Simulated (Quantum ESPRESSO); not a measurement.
# F-SiSi-F chair, 1 layer: a series in biaxial strain, part 2 of 6

Wanted: a table for F-SiSi-F chair, 1 layer against biaxial strain, and what can be fitted to it.

Quantum ESPRESSO 7.5; plane-wave DFT, PBE, GBRV ultrasoft pseudopotentials.

So far. Step 2 (Relaxing cell and ions of the reference):  The last row is no step: it is a fresh SCF in the final cell with a new plane-wave basis, -1 meV from the row before.

### 3. Relaxation with pw.x, -4 %

File m0.relax.in:

```
&control
  prefix = 'm0.relax'
  outdir = './out'
  pseudo_dir = './pseudo'
  nstep = 40
  forc_conv_thr = 0.0003
  calculation = 'relax'
  tstress = .true.
/
&system
  ibrav = 0
  nat = 4
  ntyp = 2
  ecutwfc = 50
  ecutrho = 250
  occupations = 'smearing'
  smearing = 'fd'
  degauss = 0.002
/
&electrons
  conv_thr = 1e-09
  mixing_beta = 0.4
  electron_maxstep = 120
  mixing_mode = 'plain'
/
&ions
/
ATOMIC_SPECIES
  F   18.9984  f_pbe_v1.4.uspp.F.UPF
  Si  28.0850  si_pbe_v1.uspp.F.UPF
CELL_PARAMETERS angstrom
  3.80683432416000 0.00000000000000 0.00000000000000
  -1.90341716256000 3.29681523264000 0.00000000000000
  0.00000000000000 0.00000000000000 19.10000000000000
ATOMIC_POSITIONS crystal
  F   0.666666666700 0.333333333300 0.396289228300
  Si  0.666666666700 0.333333333300 0.481729904300
  Si  0.333333333300 0.666666666700 0.518270095700
  F   0.333333333300 0.666666666700 0.603710771700
K_POINTS automatic
  12 12 1 0 0 0
```

Command:

```sh
$ OMP_NUM_THREADS=1 mpirun -n 4 pw.x -nk 4 -in m0.relax.in > m0.relax.out
```

The log of the run:

```text
[banner, memory and clock lines left out]
Program PWSCF v.7.5 starts
[citation notice left out]

[...]
Message from routine setup:
[...]
bravais-lattice index     =            0
     lattice parameter (alat)  =       7.1939  a.u.
     unit-cell volume          =    1617.6649 (a.u.)^3
     number of atoms/cell      =            4
     number of atomic types    =            2
     number of electrons       =        22.00
     number of Kohn-Sham states=           15
     kinetic-energy cutoff     =      50.0000  Ry
     charge density cutoff     =     250.0000  Ry
     scf convergence threshold =      1.0E-09
     mixing beta               =       0.4000
     number of iterations used =            8  plain     mixing
     energy convergence thresh.=      1.0E-04
     force convergence thresh. =      3.0E-04
     Exchange-correlation= SLA  PW   PBE  PBE
                           (   1   4   3   4   0   0   0)
     nstep                     =           40

[...]
PseudoPot. # 1 for F  read from file:
     ./pseudo/f_pbe_v1.4.uspp.F.UPF
     Pseudo is Ultrasoft, Zval =  7.0
     Generated by new atomic code, or converted to UPF format
     Using radial grid of  799 points,  4 beta functions with:
                l(1) =   0
                l(2) =   0
                l(3) =   1
                l(4) =   1
     Q(r) pseudized with  8 coefficients,  rinner =    0.950   0.950   0.950

     PseudoPot. # 2 for Si read from file:
     ./pseudo/si_pbe_v1.uspp.F.UPF
     Pseudo is Ultrasoft + core correction, Zval =  4.0
     Generated by new atomic code, or converted to UPF format
     Using radial grid of  899 points,  6 beta functions with:
                l(1) =   0
                l(2) =   0
                l(3) =   1
                l(4) =   1
                l(5) =   2
                l(6) =   2
     Q(r) pseudized with  8 coefficients,  rinner =    0.900   0.900   0.900
                                                       0.900   0.900

     atomic species   valence    mass     pseudopotential
     F                 7.00    18.99840     F ( 1.00)
     Si                4.00    28.08500     Si( 1.00)

     12 Sym. Ops., with inversion, found

[...]
number of k points=    19  Fermi-Dirac smearing, width (Ry)=  0.0020
[...]
Dense  grid:   107797 G-vectors     FFT dimensions: (  40,  40, 192)

     Smooth grid:    77167 G-vectors     FFT dimensions: (  36,  36, 180)

     Initial potential from superposition of free atoms

     starting charge      21.9987, renormalised to      22.0000

     negative rho (up, down):  1.951E-04 0.000E+00
     Starting wfcs are   16 randomized atomic wfcs

     per-process dynamical memory:    80.4 Mb

     Self-consistent Calculation

     iteration #  1     ecut=    50.00 Ry     beta= 0.40
     Davidson diagonalization with overlap
     ethr =  1.00E-02,  avg # of iterations =  3.9

     negative rho (up, down):  1.849E-04 0.000E+00

     total energy              =    -116.52332879 Ry
     estimated scf accuracy    <       0.35244072 Ry

     iteration #  2     ecut=    50.00 Ry     beta= 0.40
[...]
negative rho (up, down):  2.131E-04 0.000E+00

[...]
total energy              =    -116.59665862 Ry
     estimated scf accuracy    <       0.04941570 Ry

     iteration #  3     ecut=    50.00 Ry     beta= 0.40
[...]
negative rho (up, down):  2.736E-04 0.000E+00

[...]
total energy              =    -116.59824491 Ry
     estimated scf accuracy    <       0.01303434 Ry

     iteration #  4     ecut=    50.00 Ry     beta= 0.40
[...]
negative rho (up, down):  2.724E-04 0.000E+00

[...]
total energy              =    -116.59867764 Ry
     estimated scf accuracy    <       0.00078307 Ry

     iteration #  5     ecut=    50.00 Ry     beta= 0.40
[...]
negative rho (up, down):  2.779E-04 0.000E+00

[...]
total energy              =    -116.59898085 Ry
     estimated scf accuracy    <       0.00020674 Ry

     iteration #  6     ecut=    50.00 Ry     beta= 0.40
[...]
negative rho (up, down):  2.811E-04 0.000E+00

[...]
total energy              =    -116.59900790 Ry
     estimated scf accuracy    <       0.00000750 Ry

     iteration #  7     ecut=    50.00 Ry     beta= 0.40
[...]
negative rho (up, down):  2.831E-04 0.000E+00

[...]
total energy              =    -116.59901334 Ry
     estimated scf accuracy    <       0.00000291 Ry

     iteration #  8     ecut=    50.00 Ry     beta= 0.40
[...]
negative rho (up, down):  2.846E-04 0.000E+00

[...]
total energy              =    -116.59901364 Ry
     estimated scf accuracy    <       0.00000013 Ry

     iteration #  9     ecut=    50.00 Ry     beta= 0.40
[...]
negative rho (up, down):  2.855E-04 0.000E+00

[...]
total energy              =    -116.59901371 Ry
     estimated scf accuracy    <          8.5E-09 Ry

     iteration # 10     ecut=    50.00 Ry     beta= 0.40
[...]
negative rho (up, down):  2.861E-04 0.000E+00

[...]
total energy              =    -116.59901371 Ry
     estimated scf accuracy    <          1.4E-09 Ry

     iteration # 11     ecut=    50.00 Ry     beta= 0.40
[...]
negative rho (up, down):  2.870E-04 0.000E+00

[...]
End of self-consistent calculation

          k = 0.0000 0.0000 0.0000 (  9591 PWs)   bands (ev):

   -28.1036 -28.0744 -14.3968 -10.8576  -9.4548  -8.7644  -8.7644  -8.6163
    -8.6163  -3.6782  -3.6782  -3.2115   0.1128   0.1128   0.9104

          k = 0.0000 0.0962 0.0000 (  9608 PWs)   bands (ev):

   -28.1013 -28.0731 -14.3273 -10.8600  -9.4725  -8.8252  -8.7820  -8.6197
    -8.6109  -4.2697  -3.8182  -2.9320   0.0064   0.4251   1.3084

[...]
the Fermi energy is    -3.4352 ev

!    total energy              =    -116.59901371 Ry
     estimated scf accuracy    <          4.9E-11 Ry
     smearing contrib. (-TS)   =      -0.00000014 Ry
     internal energy E=F+TS    =    -116.59901357 Ry

     The total energy is F=E-TS. E is the sum of the following terms:
     one-electron contribution =    -471.63948106 Ry
     hartree contribution      =     241.24042361 Ry
     xc contribution           =     -27.42232642 Ry
     ewald contribution        =     141.22237029 Ry

     convergence has been achieved in  11 iterations

     negative rho (up, down):  2.870E-04 0.000E+00

     Forces acting on atoms (cartesian axes, Ry/au):

     atom    1 type  1   force =    -0.00000000    0.00000000   -0.00139723
     atom    2 type  2   force =     0.00000000    0.00000000   -0.02123842
     atom    3 type  2   force =     0.00000000    0.00000000    0.02123842
     atom    4 type  1   force =     0.00000000    0.00000000    0.00139723

     Total force =     0.030101     Total SCF correction =     0.000019

     Computing stress (Cartesian axis) and pressure

     negative rho (up, down):  2.870E-04 0.000E+00
          total   stress  (Ry/bohr**3)                   (kbar)     P=       13.69
   0.00012784   0.00000000   0.00000000           18.81        0.00        0.00
   0.00000000   0.00012784   0.00000000            0.00       18.81        0.00
   0.00000000   0.00000000   0.00002348            0.00        0.00        3.45

     BFGS Geometry Optimization
     Energy error            =      9.1E-04 Ry
     Gradient error          =      2.1E-02 Ry/Bohr

     number of scf cycles    =   1
     number of bfgs steps    =   0

     energy             new  =    -116.5990137144 Ry

     new trust radius        =       0.0212384181 bohr
     new conv_thr            =       0.0000000010 Ry

ATOMIC_POSITIONS (crystal)
F                0.6666666667        0.3333333333        0.3962505172
Si               0.6666666667        0.3333333333        0.4811414809
Si               0.3333333333        0.6666666667        0.5188585191
F                0.3333333333        0.6666666667        0.6037494828

[...]
NEW-OLD atomic charge density approx. for the potential

     negative rho (up, down):  2.972E-04 0.000E+00

     per-process dynamical memory:    95.5 Mb

[...]
!    total energy              =    -116.59956675 Ry
[...]
Total force =     0.017998     Total SCF correction =     0.000012
[...]
number of bfgs steps    =   1
[...]
energy             new  =    -116.5995667462 Ry
[...]
new trust radius        =       0.0161591940 bohr
[...]
!    total energy              =    -116.59997645 Ry
[...]
Total force =     0.014697     Total SCF correction =     0.000030
[...]
number of bfgs steps    =   2
[...]
energy             new  =    -116.5999764535 Ry
[...]
new trust radius        =       0.0177751134 bohr
[...]
!    total energy              =    -116.60023453 Ry
[...]
Total force =     0.007833     Total SCF correction =     0.000018
[...]
number of bfgs steps    =   3
[...]
energy             new  =    -116.6002345316 Ry
[...]
new trust radius        =       0.0162364149 bohr
[...]
Self-consistent Calculation

     iteration #  1     ecut=    50.00 Ry     beta= 0.40
     Davidson diagonalization with overlap
     ethr =  1.00E-06,  avg # of iterations =  3.5

     negative rho (up, down):  2.764E-04 0.000E+00

     total energy              =    -116.60030763 Ry
     estimated scf accuracy    <       0.00006283 Ry

[...]
iteration #  9     ecut=    50.00 Ry     beta= 0.40
[...]
negative rho (up, down):  2.745E-04 0.000E+00

[...]
End of self-consistent calculation

          k = 0.0000 0.0000 0.0000 (  9591 PWs)   bands (ev):

   -28.1429 -28.1172 -14.2687 -10.9007  -9.5055  -8.7729  -8.7729  -8.6457
    -8.6457  -3.5030  -3.5030  -3.1083   0.2587   0.2587   0.8101

          k = 0.0000 0.0962 0.0000 (  9608 PWs)   bands (ev):

   -28.1407 -28.1158 -14.1994 -10.9023  -9.5203  -8.8292  -8.7889  -8.6494
    -8.6427  -4.1050  -3.6476  -2.8525   0.1338   0.5725   1.2516

[...]
the Fermi energy is    -3.2960 ev

!    total energy              =    -116.60031329 Ry
     estimated scf accuracy    <          4.4E-12 Ry
     smearing contrib. (-TS)   =      -0.00000046 Ry
     internal energy E=F+TS    =    -116.60031283 Ry

     The total energy is F=E-TS. E is the sum of the following terms:
     one-electron contribution =    -467.29066819 Ry
     hartree contribution      =     239.06537761 Ry
     xc contribution           =     -27.40205466 Ry
     ewald contribution        =     139.02703241 Ry

     convergence has been achieved in   9 iterations

     negative rho (up, down):  2.745E-04 0.000E+00

     Forces acting on atoms (cartesian axes, Ry/au):

     atom    1 type  1   force =     0.00000000    0.00000000   -0.00023421
     atom    2 type  2   force =     0.00000000   -0.00000000    0.00027504
     atom    3 type  2   force =     0.00000000   -0.00000000   -0.00027504
     atom    4 type  1   force =    -0.00000000   -0.00000000    0.00023421

     Total force =     0.000511     Total SCF correction =     0.000004

     Computing stress (Cartesian axis) and pressure

     negative rho (up, down):  2.745E-04 0.000E+00
          total   stress  (Ry/bohr**3)                   (kbar)     P=       10.32
   0.00010488   0.00000000   0.00000000           15.43        0.00        0.00
   0.00000000   0.00010488  -0.00000000            0.00       15.43       -0.00
   0.00000000   0.00000000   0.00000064            0.00        0.00        0.09

     Energy error            =      7.9E-05 Ry
     Gradient error          =      2.8E-04 Ry/Bohr

     bfgs converged in   5 scf cycles and   4 bfgs steps
     (criteria: energy <  1.0E-04 Ry, force <  3.0E-04 Ry/Bohr)

     End of BFGS Geometry Optimization

     Final energy             =    -116.6003132936 Ry

     File ./out/m0.relax.bfgs deleted, as requested
Begin final coordinates

ATOMIC_POSITIONS (crystal)
F                0.6666666667        0.3333333333        0.3948605065
Si               0.6666666667        0.3333333333        0.4801351156
Si               0.3333333333        0.6666666667        0.5198648844
F                0.3333333333        0.6666666667        0.6051394935
End final coordinates

[...]
```

Run time: 85 s. Hardware: 4 MPI ranks of Arm Neoverse V1, shared host; peak memory 0.75 GiB; 5.7 min of CPU time.

Relaxation path:

| step | energy less that of the first step (eV) | largest force (eV/Å) |
| --- | --- | --- |
| 1 | 0.0000 | 0.5461 |
| 2 | -0.0075 | 0.3127 |
| 3 | -0.0131 | 0.2664 |
| 4 | -0.0166 | 0.1394 |
| 5 | -0.0177 | 0.0071 |

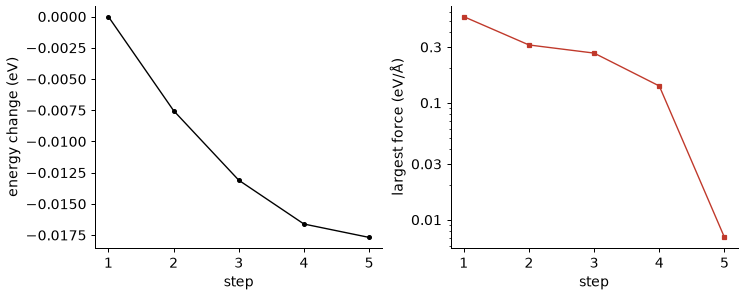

Energy and largest force along the relaxation.

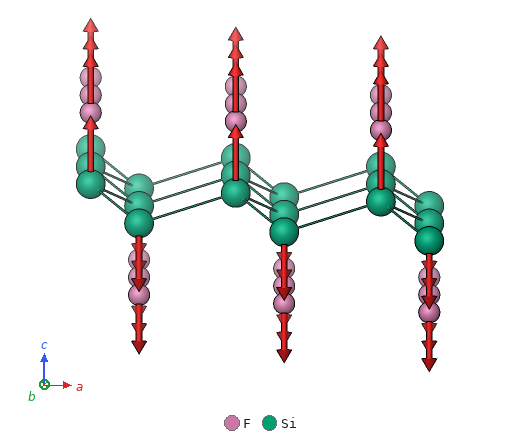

Displacements in the relaxation, exaggerated; the longest in the cell stands for 0.03 Å. 3×3×1 cells are drawn.

The atoms that moved most (Å):

| atom | dx | dy | dz | length |
| --- | --- | --- | --- | --- |
| Si2 | 0.000 | 0.000 | -0.030 | 0.030 |
| Si3 | 0.000 | 0.000 | 0.030 | 0.030 |
| F4 | 0.000 | 0.000 | 0.027 | 0.027 |
| F1 | 0.000 | 0.000 | -0.027 | 0.027 |

The relaxed structure:

```xyz
4
Lattice="3.8068 0.0000 0.0000 -1.9034 3.2968 0.0000 0.0000 0.0000 19.1000" Properties=species:S:1:pos:R:3
F     1.9034    1.0989    7.5418
Si    1.9034    1.0989    9.1706
Si    0.0000    2.1979    9.9294
F     0.0000    2.1979   11.5582
```

The relaxation lowers the energy by 4 meV an atom.

This step gave:

```
free energy  : -1586.4281 eV
Fermi energy : -3.296 eV
```

### 4. Ground state, -4 %

The self-consistent run of this member.

File m0.scf.in:

```
&control
  prefix = 'm0.scf'
  outdir = './out'
  pseudo_dir = './pseudo'
  calculation = 'scf'
  tprnfor = .true.
/
&system
  ibrav = 0
  nat = 4
  ntyp = 2
  ecutwfc = 40
  ecutrho = 200
  occupations = 'smearing'
  smearing = 'fd'
  degauss = 0.002
  nbnd = 15
/
&electrons
  conv_thr = 1e-09
  mixing_beta = 0.4
  electron_maxstep = 120
  mixing_mode = 'plain'
/
ATOMIC_SPECIES
  F   18.9984  f_pbe_v1.4.uspp.F.UPF
  Si  28.0850  si_pbe_v1.uspp.F.UPF
CELL_PARAMETERS angstrom
  3.80683432416000 0.00000000000000 0.00000000000000
  -1.90341716256000 3.29681523264000 0.00000000000000
  0.00000000000000 0.00000000000000 19.10000000000000
ATOMIC_POSITIONS crystal
  F   0.666666666700 0.333333333300 0.394860506500
  Si  0.666666666700 0.333333333300 0.480135115600
  Si  0.333333333300 0.666666666700 0.519864884400
  F   0.333333333300 0.666666666700 0.605139493500
K_POINTS automatic
  12 12 1 0 0 0
```

Command:

```sh
$ OMP_NUM_THREADS=1 mpirun -n 4 pw.x -nk 4 -in m0.scf.in > m0.scf.out
```

The log of the run:

```text
[banner, memory and clock lines left out]
Program PWSCF v.7.5 starts
[citation notice left out]

[...]
Message from routine setup:
[...]
bravais-lattice index     =            0
     lattice parameter (alat)  =       7.1939  a.u.
     unit-cell volume          =    1617.6649 (a.u.)^3
     number of atoms/cell      =            4
     number of atomic types    =            2
     number of electrons       =        22.00
     number of Kohn-Sham states=           15
     kinetic-energy cutoff     =      40.0000  Ry
     charge density cutoff     =     200.0000  Ry
     scf convergence threshold =      1.0E-09
     mixing beta               =       0.4000
     number of iterations used =            8  plain     mixing
     Exchange-correlation= SLA  PW   PBE  PBE
                           (   1   4   3   4   0   0   0)

[...]
PseudoPot. # 1 for F  read from file:
     ./pseudo/f_pbe_v1.4.uspp.F.UPF
     Pseudo is Ultrasoft, Zval =  7.0
     Generated by new atomic code, or converted to UPF format
     Using radial grid of  799 points,  4 beta functions with:
                l(1) =   0
                l(2) =   0
                l(3) =   1
                l(4) =   1
     Q(r) pseudized with  8 coefficients,  rinner =    0.950   0.950   0.950

     PseudoPot. # 2 for Si read from file:
     ./pseudo/si_pbe_v1.uspp.F.UPF
     Pseudo is Ultrasoft + core correction, Zval =  4.0
     Generated by new atomic code, or converted to UPF format
     Using radial grid of  899 points,  6 beta functions with:
                l(1) =   0
                l(2) =   0
                l(3) =   1
                l(4) =   1
                l(5) =   2
                l(6) =   2
     Q(r) pseudized with  8 coefficients,  rinner =    0.900   0.900   0.900
                                                       0.900   0.900

     atomic species   valence    mass     pseudopotential
     F                 7.00    18.99840     F ( 1.00)
     Si                4.00    28.08500     Si( 1.00)

     12 Sym. Ops., with inversion, found

[...]
number of k points=    19  Fermi-Dirac smearing, width (Ry)=  0.0020
[...]
Dense  grid:    77167 G-vectors     FFT dimensions: (  36,  36, 180)

     Smooth grid:    55363 G-vectors     FFT dimensions: (  30,  30, 150)

     Initial potential from superposition of free atoms

     starting charge      21.9987, renormalised to      22.0000

     negative rho (up, down):  7.523E-04 0.000E+00
     Starting wfcs are   16 randomized atomic wfcs

     per-process dynamical memory:    59.7 Mb

     Self-consistent Calculation

     iteration #  1     ecut=    40.00 Ry     beta= 0.40
     Davidson diagonalization with overlap
     ethr =  1.00E-02,  avg # of iterations =  3.7

     negative rho (up, down):  7.208E-04 0.000E+00

     total energy              =    -116.52616729 Ry
     estimated scf accuracy    <       0.34778033 Ry

     iteration #  2     ecut=    40.00 Ry     beta= 0.40
[...]
negative rho (up, down):  7.716E-04 0.000E+00

[...]
total energy              =    -116.59739604 Ry
     estimated scf accuracy    <       0.04974439 Ry

     iteration #  3     ecut=    40.00 Ry     beta= 0.40
[...]
negative rho (up, down):  8.556E-04 0.000E+00

[...]
total energy              =    -116.59905531 Ry
     estimated scf accuracy    <       0.01303731 Ry

     iteration #  4     ecut=    40.00 Ry     beta= 0.40
[...]
c_bands:  1 eigenvalues not converged
[...]
negative rho (up, down):  8.672E-04 0.000E+00

[...]
total energy              =    -116.59950107 Ry
     estimated scf accuracy    <       0.00068333 Ry

     iteration #  5     ecut=    40.00 Ry     beta= 0.40
[...]
negative rho (up, down):  8.813E-04 0.000E+00

[...]
total energy              =    -116.59976410 Ry
     estimated scf accuracy    <       0.00020234 Ry

     iteration #  6     ecut=    40.00 Ry     beta= 0.40
[...]
negative rho (up, down):  8.889E-04 0.000E+00

[...]
total energy              =    -116.59979041 Ry
     estimated scf accuracy    <       0.00000680 Ry

     iteration #  7     ecut=    40.00 Ry     beta= 0.40
[...]
negative rho (up, down):  8.927E-04 0.000E+00

[...]
total energy              =    -116.59979531 Ry
     estimated scf accuracy    <       0.00000255 Ry

     iteration #  8     ecut=    40.00 Ry     beta= 0.40
[...]
negative rho (up, down):  8.953E-04 0.000E+00

[...]
total energy              =    -116.59979564 Ry
     estimated scf accuracy    <       0.00000009 Ry

     iteration #  9     ecut=    40.00 Ry     beta= 0.40
[...]
negative rho (up, down):  8.969E-04 0.000E+00

[...]
total energy              =    -116.59979568 Ry
     estimated scf accuracy    <          6.6E-09 Ry

     iteration # 10     ecut=    40.00 Ry     beta= 0.40
[...]
negative rho (up, down):  8.979E-04 0.000E+00

[...]
total energy              =    -116.59979568 Ry
     estimated scf accuracy    <          1.7E-09 Ry

     iteration # 11     ecut=    40.00 Ry     beta= 0.40
[...]
negative rho (up, down):  8.995E-04 0.000E+00

[...]
End of self-consistent calculation

          k = 0.0000 0.0000 0.0000 (  6895 PWs)   bands (ev):

   -28.1438 -28.1181 -14.2691 -10.9010  -9.5058  -8.7732  -8.7732  -8.6460
    -8.6460  -3.5034  -3.5034  -3.1091   0.2583   0.2583   0.8085

          k = 0.0000 0.0962 0.0000 (  6925 PWs)   bands (ev):

   -28.1416 -28.1167 -14.1997 -10.9026  -9.5208  -8.8295  -8.7892  -8.6497
    -8.6430  -4.1054  -3.6480  -2.8533   0.1333   0.5720   1.2498

[...]
the Fermi energy is    -3.2966 ev

!    total energy              =    -116.59979568 Ry
     estimated scf accuracy    <          1.2E-10 Ry
     smearing contrib. (-TS)   =      -0.00000047 Ry
     internal energy E=F+TS    =    -116.59979522 Ry

     The total energy is F=E-TS. E is the sum of the following terms:
     one-electron contribution =    -467.28887540 Ry
     hartree contribution      =     239.06406221 Ry
     xc contribution           =     -27.40201438 Ry
     ewald contribution        =     139.02703235 Ry

     convergence has been achieved in  11 iterations

     negative rho (up, down):  8.995E-04 0.000E+00

     Forces acting on atoms (cartesian axes, Ry/au):

     atom    1 type  1   force =     0.00000000    0.00000000   -0.00024812
     atom    2 type  2   force =     0.00000000    0.00000000    0.00022170
     atom    3 type  2   force =     0.00000000    0.00000000   -0.00022170
     atom    4 type  1   force =    -0.00000000   -0.00000000    0.00024812

     Total force =     0.000471     Total SCF correction =     0.000030

[...]
```

Elapsed: 14 s, on 4 MPI ranks; peak memory 0.43 GiB; 56 s of CPU time.

Read from the output:

- free energy: -1586.4210 eV
- Fermi energy: -3.297 eV
- valence top, on the run's zero: -3.503 eV
- conduction bottom, on the run's zero: -3.109 eV
- gap by band count: 0.3944 eV

(Part 2 of 6 ends here.)

[Logs are printed without paths, hosts, clocks, repeated set-up lines and the standing remarks that a program may print on its own settings, such as how far it seeks lower states.]

[Hosts, paths, dates, database ids (printed as entryN), source tags and the programs' standing remarks are cut or masked in the printed files.]

[Maps of the electrostatic potential energy from Ansatz leave out the sawtooth potential of an applied field or a dipole correction, so their vacuum need not be flat; planar profiles and work functions include it.]
